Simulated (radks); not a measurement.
# Atomic calculation, with input and output: Nb (charge +2.25)

System: Nb with charge +2.25 in the configuration [Kr] 4d2.75 (4d: 1.75 up, 1 down).
Method: scalar-relativistic Kohn-Sham, LDA (Slater exchange, Perdew-Wang correlation), spin-polarised, spherical densities, finite nucleus (the in-house radial solver radks).

### Results in brief

```
                       quantity                      value
                        outcome                  converged
                   total energy         −3814.5327 hartree
                 kinetic energy          3926.3398 hartree
        electron–nucleus energy         −9164.6181 hartree
                 Hartree energy          1537.7252 hartree
    exchange–correlation energy        −113.979642 hartree
radius at density 0.001 e/bohr³                  3.55 bohr
                 SCF iterations                         14
                       hardware  1 CPU thread, shared host
```

### Input
```
Z 41
configuration [Kr] 4d1.75 4d1
relativity scalar-relativistic
functional lda,pw
spin polarised
nucleus finite rms 4.324 fm
c 137.035999084
```

Energies in input and log are in hartree, lengths in bohr (the nuclear radius in fm).

### The program's output
```
1s      1   1.0000        -690.97069369
2s      1   1.0000         -97.34093862
2p      1   3.0000         -87.06905487
3s      1   1.0000         -16.86245630
3p      1   3.0000         -13.50500871
3d      1   5.0000          -7.99767352
4s      1   1.0000          -2.91455867
4p      1   3.0000          -2.03116505
4d      1   1.7500          -0.81897915
1s      2   1.0000        -690.97073462
2s      2   1.0000         -97.33810914
2p      2   3.0000         -87.06687236
3s      2   1.0000         -16.86041335
3p      2   3.0000         -13.50278180
3d      2   5.0000          -7.99464454
4s      2   1.0000          -2.89888352
4p      2   3.0000          -2.01403125
4d      2   1.0000          -0.80062020
Etot -3814.5327117372894
Ekin 3926.33976402853
Encl -9164.618072398694
Eh 1537.7252387469473
Exc -113.97964211407212
err 4.460078814351448e-09
it 14
```

### Orbitals

```tsv
orbital	occupation	energy (eV)	⟨r⟩ (bohr)	outer maximum (bohr)
1s down	1	−18802.3	0.03613	0.0235
1s up	1	−18802.3	0.03613	0.0235
2s up	1	−2648.8	0.1582	0.133
2s down	1	−2648.7	0.1582	0.133
2p up	3	−2369.3	0.1378	0.106
2p down	3	−2369.2	0.1378	0.106
3s up	1	−458.851	0.4441	0.396
3s down	1	−458.795	0.4441	0.396
3p up	3	−367.490	0.4464	0.390
3p down	3	−367.429	0.4464	0.390
3d up	5	−217.628	0.4333	0.334
3d down	5	−217.545	0.4332	0.334
4s up	1	−79.309	1.152	1.03
4s down	1	−78.883	1.151	1.03
4p up	3	−55.271	1.287	1.12
4p down	3	−54.805	1.285	1.12
4d up	1.75	−22.286	1.813	1.44
4d down	1	−21.786	1.818	1.44
```

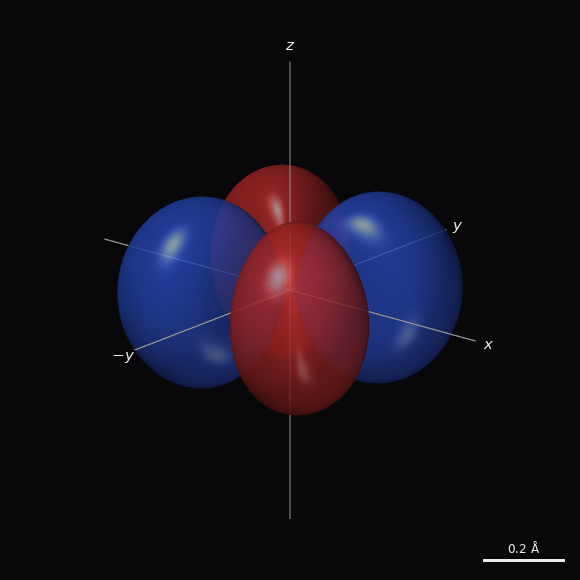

The 3d(xy) orbital of down spin. The radial function comes from the spherical calculation and is multiplied by a real spherical harmonic; the overall sign is chosen so that the largest lobe of P(r) is positive; at the scalar-relativistic level it is the large component. The surface of constant |ψ| that holds about 90 % of the electron is drawn, blue where ψ is positive and red where it is negative. It has the nodal planes xz and yz and no radial node. The maximum of P² lies at 0.334 bohr, ⟨r⟩ = 0.433 bohr, 90 % of the charge lies within 0.695 bohr, and the eigenvalue is −217.5 eV, with 5 electrons in the shell for this spin.

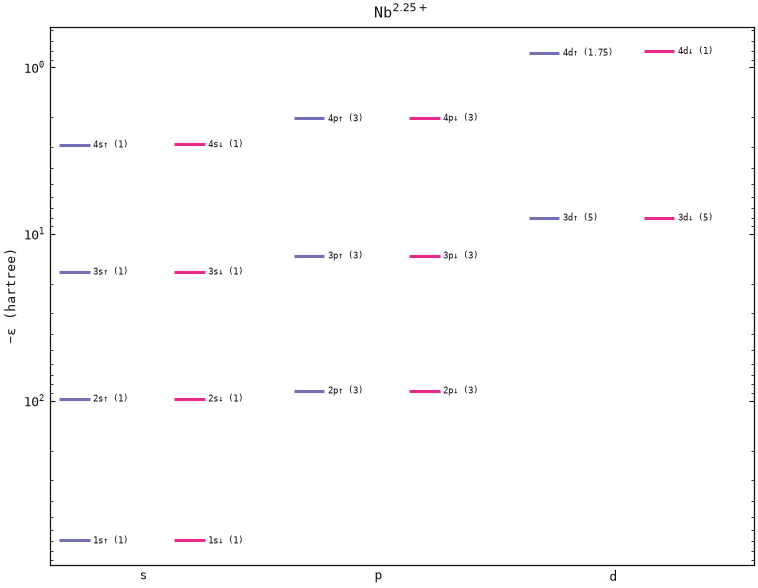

All occupied levels, on a logarithmic scale of binding energy, are drawn by angular momentum (occupations in brackets, up spins at the left of each column and down spins at the right). The highest occupied level is 4d down at −0.801 hartree. The highest 4 occupied levels, from the top down, are 4d down (−0.801 hartree), 4d up (−0.819 hartree), 4p down (−2.01 hartree), 4p up (−2.03 hartree). The largest exchange splitting (down less up) among the shells drawn in both spins is that of 4d, 0.0184 hartree.

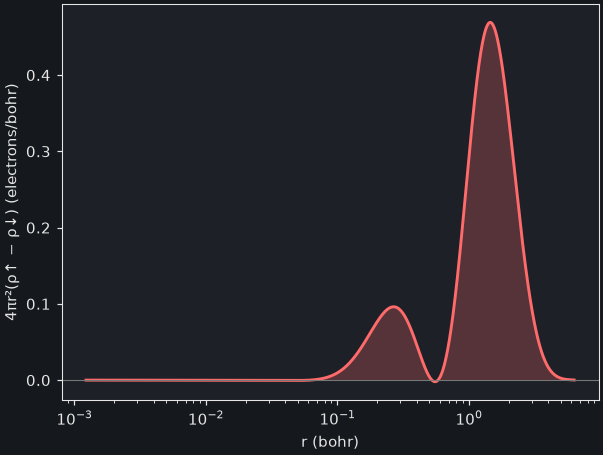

The radial spin density. The curve integrates to 0.75 unpaired electrons, held by 4d (+0.75). Its largest value, 0.469 electrons/bohr, lies near r = 1.4 bohr. Regions of the opposite sign are negligible.
